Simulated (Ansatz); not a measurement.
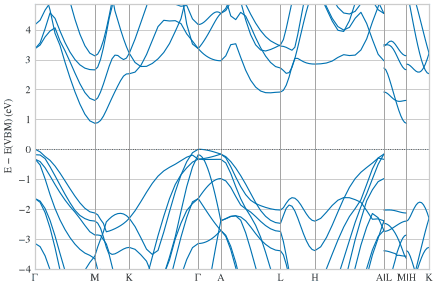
*Band structure from plane-wave PAW PBE (Ansatz code)*

Question: Read off the gap and where the band edges lie.

Answer: About 0.9 eV (0.87 eV by a search for the band edges); maximum at Γ, minimum at M.

The material is SiC in space group P6_222 (No. 180; Si on 3d, C on 3c).

The start of the workflow was typed in or built on a structure type; neither database checked (COD, Materials Project) lists it. It is not the phase usual at ambient conditions (space group No. 186, 216). Symmetry was held in the PBE relaxation; whether a distortion lowers the energy is not shown. Its formation energy is positive at this level, so the cell may be metastable or incomplete.

Potentials: the later of the program's two PAW sets.
